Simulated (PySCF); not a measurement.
# C₅H₁₁NSi₂: circular dichroism and optical rotation

Aim: compute the circular dichroism and optical rotation of C₅H₁₁NSi₂ (`C#C[Si@H]1CC[Si@@H](C)N1`).

Programs: PySCF 2.14.0, with routines of our own; each step states its level. All values are computed. Atoms count from 0.

### 1 The starting structure

19 atoms, charge 0, multiplicity 1; geometry from: GFN2-xTB.

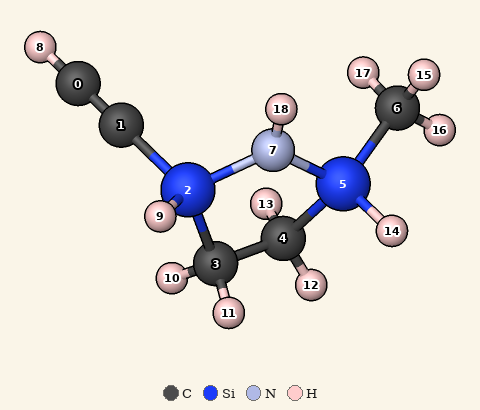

The starting geometry (carbon dark grey, silicon blue, nitrogen light blue, hydrogen pink).

### 2 Circular dichroism and optical rotation: TDDFT CAM-B3LYP/def2-SVPD

The job: settings as JSON, then the geometry in Å.

```
{"job": {"kind": "ecd", "xc": "CAM-B3LYP", "basis": "def2-SVPD", "nstates": 16}, "charge": 0, "multiplicity": 1}
C      3.635382     0.883099     0.420194
C      2.651154     0.705988    -0.247321
Si     1.131317     0.417692    -1.273537
C      0.514173    -1.376341    -1.144874
C     -0.506165    -1.474899    -0.005881
Si    -1.515033     0.137078     0.038254
C     -2.101127     0.671889     1.758638
N     -0.260897     1.173077    -0.568828
H      4.497346     1.038087     1.004439
H      1.366443     0.899084    -2.639722
H      1.323270    -2.093320    -1.001703
H      0.025991    -1.643713    -2.083235
H     -1.124867    -2.365064    -0.125003
H      0.029625    -1.593253     0.937830
H     -2.657028     0.103678    -0.896346
H     -2.542862     1.662208     1.721990
H     -2.856636    -0.008115     2.137232
H     -1.285925     0.698647     2.474732
H     -0.333965     2.173427    -0.514320
```

Method: TDDFT CAM-B3LYP/def2-SVPD circular dichroism and optical rotation, one conformer, gas phase.

Launch:

```
OMP_NUM_THREADS=1 python excited_run.py task.json out
```

This one command runs all jobs of the session in turn.

Standard output:

```text
coarse grid: 16560 points
cycle   1  E = -830.2125872334  dE =  9.014e-01  |g| = 5.892e-01  |ddm| = 9.322e+00
cycle   2  E = -830.2160105704  dE = -3.423e-03  |g| = 5.979e-01  |ddm| = 2.050e+00
cycle   3  E = -830.2972599395  dE = -8.125e-02  |g| = 9.304e-02  |ddm| = 7.577e-01
cycle   4  E = -830.2989954250  dE = -1.735e-03  |g| = 4.230e-02  |ddm| = 2.288e-01
cycle   5  E = -830.2994056399  dE = -4.102e-04  |g| = 1.519e-02  |ddm| = 9.050e-02
cycle   6  E = -830.2994609648  dE = -5.532e-05  |g| = 3.214e-03  |ddm| = 3.070e-02
cycle   7  E = -830.2994634873  dE = -2.523e-06  |g| = 7.553e-04  |ddm| = 7.697e-03
final grid: 149976 points
cycle   8  E = -830.4224738944  dE = -3.235e-05  |g| = 3.779e-03  |ddm| = 8.451e-02
cycle   9  E = -830.4224741381  dE = -2.437e-07  |g| = 3.777e-03  |ddm| = 1.355e-02
cycle  10  E = -830.4224776623  dE = -3.524e-06  |g| = 3.610e-04  |ddm| = 5.226e-03
cycle  11  E = -830.4224776828  dE = -2.047e-08  |g| = 2.247e-04  |ddm| = 8.605e-04
cycle  12  E = -830.4224776943  dE = -1.158e-08  |g| = 6.320e-05  |ddm| = 3.735e-04
cycle  13  E = -830.4224776953  dE = -1.013e-09  |g| = 1.697e-05  |ddm| = 1.110e-04
cycle  14  E = -830.4224776954  dE = -7.708e-11  |g| = 4.794e-06  |ddm| = 3.220e-05
converged SCF energy = -830.4224776954

Singlet excitations and rotatory strengths (1e-40 esu^2 cm^2)
state   eV       nm     f(len)   f(vel)    R(len)    R(vel)   main configurations
  1   6.0615   204.5  0.00073  0.00080    -2.207    -2.002   H-1->L 0.25, H-3->L 0.17, H-2->L+1 0.12
  2   6.2522   198.3  0.01097  0.01018    13.195    13.318   H->L 0.52, H-1->L 0.09
  3   6.3516   195.2  0.00193  0.00214    -5.251    -5.349   H-2->L+1 0.24, H-2->L+2 0.15, H->L+1 0.12
  4   6.4623   191.9  0.01000  0.00949    -1.317    -2.298   H->L 0.29, H-2->L 0.26, H-1->L+1 0.09
  5   6.8760   180.3  0.00320  0.00376    -5.369    -5.986   H->L+1 0.73, H-2->L+1 0.10
  6   7.2826   170.2  0.01025  0.00974   -15.976   -16.212   H->L+2 0.52, H->L+4 0.30
  7   7.4832   165.7  0.01895  0.02125    -3.821    -3.668   H->L+3 0.48, H->L+4 0.17
  8   7.5283   164.7  0.03441  0.03325    22.529    23.184   H->L+2 0.26, H->L+3 0.24, H->L+4 0.21
  9   7.5801   163.6  0.00792  0.00857    15.860    16.760   H-1->L 0.36, H-3->L 0.22
 10   7.6554   162.0  0.09104  0.09693    91.413    90.085   H-1->L+1 0.48
 11   7.9624   155.7  0.03373  0.04103    80.060    84.490   H-1->L+3 0.32, H-3->L+1 0.23, H-1->L+2 0.12
 12   7.9919   155.1  0.09789  0.10704   -18.713   -20.051   H->L+5 0.35, H-2->L+3 0.17, H-2->L+2 0.11
 13   8.0893   153.3  0.07507  0.08085  -112.105  -115.808   H-1->L+2 0.29, H-3->L+3 0.17, H-1->L+3 0.13
 14   8.1468   152.2  0.05167  0.05578    33.662    37.197   H->L+7 0.21, H->L+5 0.20, H-2->L+1 0.11
 15   8.1782   151.6  0.05049  0.05425   -27.258   -29.111   H->L+6 0.34, H->L+7 0.21
 16   8.3279   148.9  0.00768  0.00782     1.455     1.457   H-3->L 0.13, H-4->L 0.11, H-5->L 0.10

Specific rotation (deg / (dm g/mL))
    nm     length   length(OI)   velocity    alpha(len)  alpha(vel)
  633.0      74.29      73.68      64.01      113.442    114.300
  589.3      87.50      86.78      75.47      113.912    114.777
  546.0     104.60     103.74      90.33      114.501    115.377
  436.0     182.70     181.20     158.56      116.956    117.876
  405.0     222.46     220.64     193.50      118.082    119.023
  365.0     298.66     296.24     260.77      120.057    121.034
  355.0     324.43     321.82     283.61      120.677    121.666
```

Run time: 3.1 min. Hardware: 1 thread of Arm Neoverse V1, shared host; peak memory 1.2 GiB.

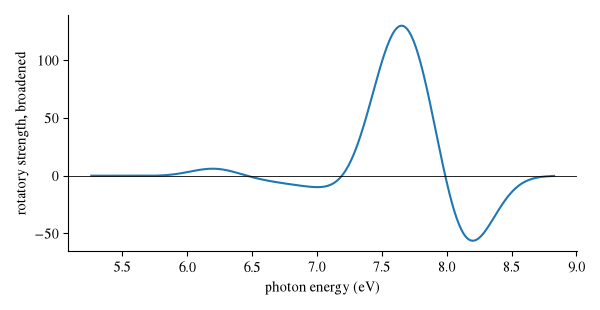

Circular dichroism: velocity-form rotatory strengths under Gaussians of 0.3 eV half-width at 1/e.

### 3 Summary of results

```
                                                                                       quantity                                                            value
state of largest rotatory strength (velocity form) among 16 (step 2, TDDFT CAM-B3LYP/def2-SVPD)  8.09 eV, R = -115.8 (velocity), -112.1 (length) ·10⁻⁴⁰ esu² cm²
                              specific rotation at 633.0 nm (step 2, TDDFT CAM-B3LYP/def2-SVPD)                                   64.0 (velocity), 74.3 (length)
```

Rotations belong to one conformer. The length form depends on the origin in a finite basis.
